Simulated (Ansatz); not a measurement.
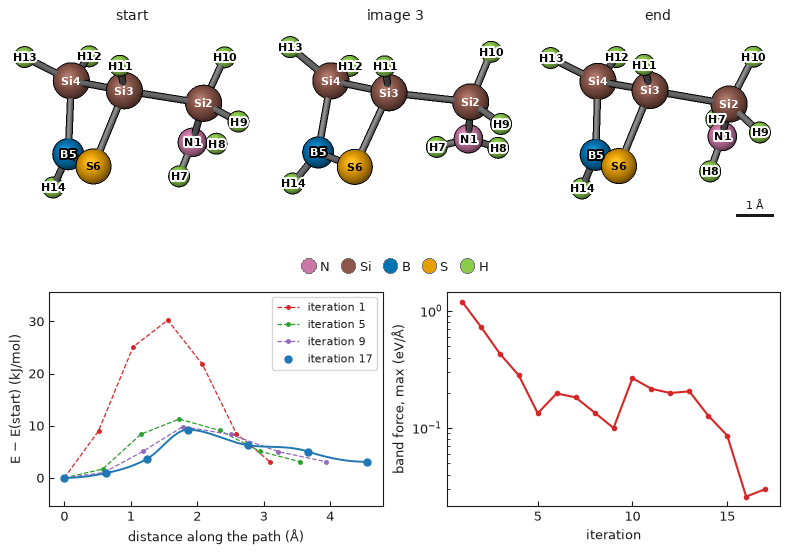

A search for the minimum-energy path of BSi₃NH₈S by the nudged elastic band. Images are numbered from 0 (start) to 6 (end). The plot follows the band through its iterations. Style: ball-and-stick. Shown from a free direction.

Computed with Ansatz 0.2.0, RKS B3LYP-D4/def2-SVP. Run with 5 movable images; climbing image; force threshold 0.03 eV/Å; iteration limit 40; starting path by straight interpolation.

**Did the band converge, and can the barrier be trusted?**

The run is converged, with reservations. The band converged in 17 iterations. The largest component of the band force went from 1.2 to 0.03 eV/Å. The climbing image converged on the top of the path. Its curvatures weren't checked. The straight starting path can push atoms close together and costs iterations. The first iteration put the highest image at 30.2 kJ/mol. The energy climbs by 9.2 kJ/mol to image 3 and then falls by 6.2 kJ/mol, so the end point sits at +3.1 kJ/mol.

Cost: 8.7 min on 2 threads of Arm Neoverse V1, with other jobs on the host, peak memory 0.4 GiB.
